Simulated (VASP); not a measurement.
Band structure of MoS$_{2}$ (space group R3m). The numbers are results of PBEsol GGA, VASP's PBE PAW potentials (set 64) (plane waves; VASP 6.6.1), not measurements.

Without a dispersion term in the relaxation, distances and binding between the weakly bound layers, chains or molecules are unreliable, and so is what depends on them.

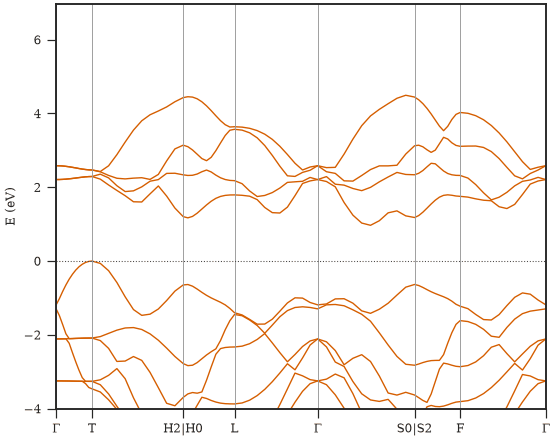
*Bands along high-symmetry lines, zero at the valence-band maximum or, without a gap, the Fermi level*

**Question.** Read the plot: is there a gap, and where are the band edges?

**Answer.** The gap is indirect, 0.97 eV, from the valence maximum at T to the conduction minimum at Γ-S0 at 0.55. (Edges off the drawn lines would not show.)

The structure comes from a computed database's MoS2 entry (R3m); how it stands against other phases isn't given here. It was relaxed first, which changed the volume by -6 %.
